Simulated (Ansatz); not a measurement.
Cs₃Au

The calculation's input:

```
crystal:
  lattice:
    - [-3.1355548374, 3.1355548374, 6.3519487011]
    - [3.1355548374, -3.1355548374, 6.3519487011]
    - [3.1355548374, 3.1355548374, -6.3519487011]
  atoms:
    - { symbol: Cs, position: [0.5, 0.5, 0.0] }
    - { symbol: Cs, position: [0.25, 0.75, 0.5] }
    - { symbol: Cs, position: [0.75, 0.25, 0.5] }
    - { symbol: Au, position: [0.0, 0.0, 0.0] }
basis:
  ecutwfc: 420
kpoints:
  mp_grid: { grid: [10, 10, 10] }
hamiltonian:
  xc: pbe
scf:
  occupations: { method: gaussian, width: 0.1 }
output:
  forces: true
  stress: true
  eigenvalues: true
  write_density: true
  write_potential: true
  elf: true
  volumetric_format: npy
relax:
  adjacent_minimum: "off"
  f_tol: 0.01
  max_steps: 80
  cell: { stress_tol: 0.05 }
```

Command:

```sh
ansatz run input.yaml --threads 1 --pin off --max-ram 2560MiB --backend cpu --events-out ev --progress --plain --runs-dir out
```

Below, planes, directions and counts refer to the conventional cell (a = 6.27 Å, b = 6.27 Å, c = 12.70 Å, α = 90.00°, β = 90.00°, γ = 90.00°).

The fields are those of the relaxed geometry.

Space group I4/mmm; started from the TiAl3 (D0_22)_139 prototype, which need not be the ambient phase.

Level of theory: DFT PBE, scalar-relativistic, plane waves, PAW in Ansatz 0.2.0.

What can the converged valence pseudo-density and electron localisation function tell about the bonding?

Cs–Au (4.46 Å): ρ is about 0.03 e/Å³ halfway; the ELF is about 0.05 at the midpoint (no shared electron pair shows on this line).
Cs–Cs (4.46 Å): ρ at the midpoint is about 0.02 e/Å³; the ELF is about 0.05 at the midpoint; no shared electron pair shows on this line.

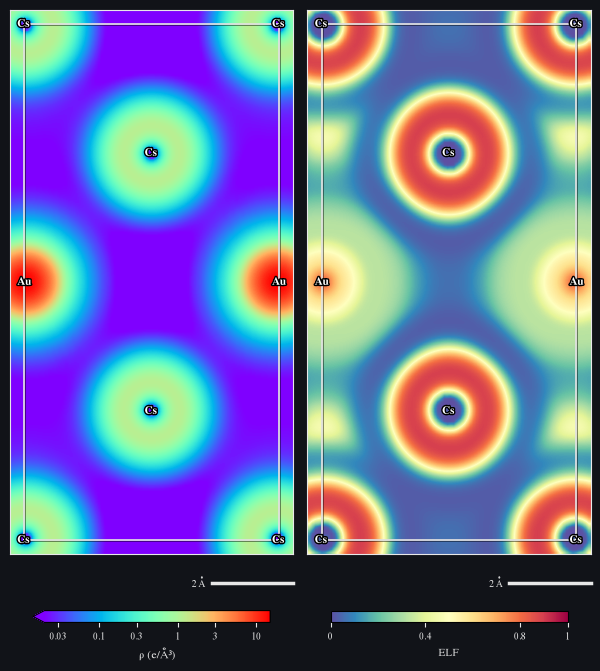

Computed valence pseudo-density and electron localisation function on the (010) plane of the conventional cell, in this order. 
